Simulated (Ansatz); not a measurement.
Formation energy of the localised charge states of O interstitial started as a split pair with O in beta Ga2O3 (start: split with O(2); 120-site cell, 2×2×2 shifted sampling) against the Fermi level, O-rich (Δμ(O) = 0.00 eV; only phases computed here count, gases as isolated molecules at 0 K). Method: PBE, PAW (plane waves to 420 eV; Ansatz, a first-principles code).

Charges with a result: +1, 0, −1, −2. Others weren't obtained, and one of them could lie lower, also by skipping a charge.

Details: 120-site cell; 2×2×2 shifted k-points; host gap 2.01 eV; charged states image-corrected; energies good to tenths of an eV; flagged in the runs: a doubtful potential alignment, a host whose relaxation on this sampling wasn't shown to rest, a strain field that reaches the edge of the cell.

Left out: charge −1 (carrier in host band states); charge −2 (carrier in host band states).

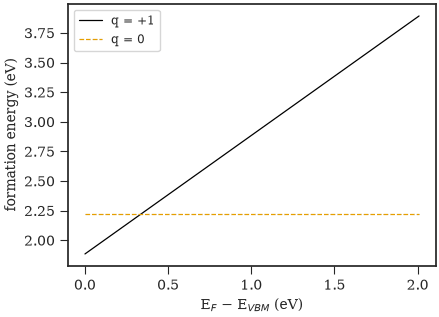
Fig. 1. Formation energy of each charge state against the Fermi level

Crossings of the lowest lines: (+1/0) at 0.33 eV. At the valence-band maximum: q = +1: 1.88 eV; q = 0: 2.22 eV.
